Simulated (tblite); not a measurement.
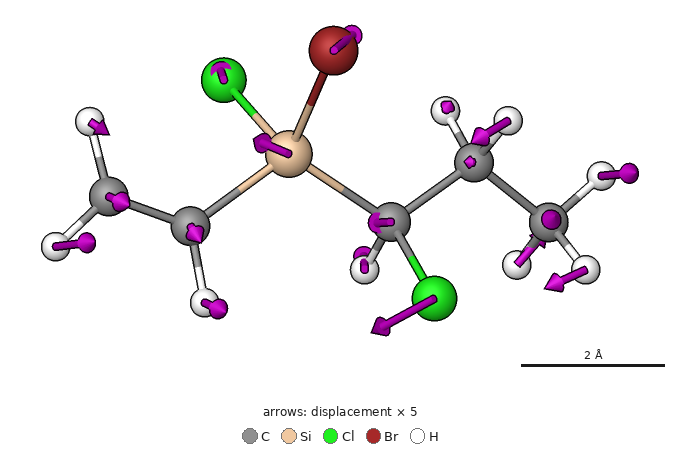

This is a relaxation of C5H9BrCl2Si. The starting structure is drawn; purple arrows show the displacements, 5 times their true length. The two geometries are superimposed by the best rigid fit.

A ball-and-stick model, seen at a tilt.

Computed with GFN2-xTB geometry optimisation, gas phase (tblite). 

Question: Describe the change and its energy.

Answer: The atom that moves furthest after the best rigid fit is a Cl atom (0.26 Å). By element the largest moves are Cl 0.26 Å, H 0.26 Å, Br 0.25 Å, Si 0.18 Å, C 0.15 Å. Among the contacts that change: C–Si 1.857 → 1.915 Å, C–Si 1.841 → 1.879 Å, Cl–Si 2.069 → 2.031 Å, C–C 1.547 → 1.522 Å. Bond angles that change, for instance: C–Si–Cl 102.2° → 112.1°, Br–Si–C 112.0° → 107.5°, C–C–Si 128.2° → 124.0°. Over 95 geometry steps the energy falls by 0.167 eV. The run took 1.2 s on 1 thread of Arm Neoverse V1, on a shared host.
